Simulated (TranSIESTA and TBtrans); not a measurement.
Device: Ga chain with one O atom inserted. Leads: straight Ga chain, spacing 2.55 Å. Geometry: 3 atoms about the centre moved by SIESTA (PBE, DZP) to a largest force of 0.04 eV/Å, all others as built, motion along the axis alone.

Method: TranSIESTA and TBtrans, PBE, DZP numerical orbitals (energy shift 0.15 eV), PseudoDojo norm-conserving scalar-relativistic potentials, mesh cutoff 200 Ry, 300 K, spin-polarised (collinear), no spin-orbit coupling; self-consistent non-equilibrium Green functions.

Energies count from the leads' Fermi level. Transmissions are for each spin. The energy step is 0.01 eV; narrower resonances are cut or missed.

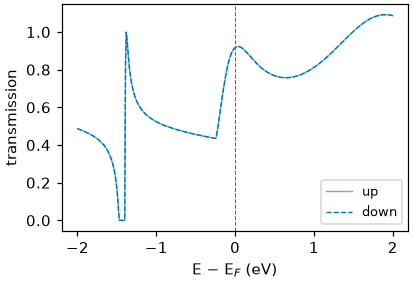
Figure. Transmission against energy

| E (eV) | T up | T down | lead channels up | down |
|---|---|---|---|---|
| -2.00 | 0.49 | 0.49 | 1 | 1 |
| -1.80 | 0.45 | 0.45 | 1 | 1 |
| -1.60 | 0.36 | 0.36 | 1 | 1 |
| -1.40 | 0 | 0 | 0 | 0 |
| -1.20 | 0.60 | 0.60 | 1 | 1 |
| -1.00 | 0.52 | 0.52 | 1 | 1 |
| -0.80 | 0.49 | 0.49 | 1 | 1 |
| -0.60 | 0.47 | 0.47 | 1 | 1 |
| -0.40 | 0.45 | 0.45 | 1 | 1 |
| -0.20 | 0.55 | 0.55 | 3 | 3 |
| 0.00 | 0.92 | 0.92 | 3 | 3 |
| 0.20 | 0.87 | 0.87 | 3 | 3 |
| 0.40 | 0.79 | 0.79 | 3 | 3 |
| 0.60 | 0.76 | 0.76 | 3 | 3 |
| 0.80 | 0.77 | 0.77 | 3 | 3 |
| 1.00 | 0.81 | 0.81 | 3 | 3 |
| 1.20 | 0.88 | 0.88 | 3 | 3 |
| 1.40 | 0.96 | 0.96 | 3 | 3 |
| 1.60 | 1.04 | 1.04 | 3 | 3 |
| 1.80 | 1.09 | 1.09 | 3 | 3 |
| 2.00 | 1.09 | 1.09 | 3 | 3 |

Moments were seeded on the central atoms alone, and one start was tried. The straight chain is held at its spacing; free chains may zigzag or dimerise.
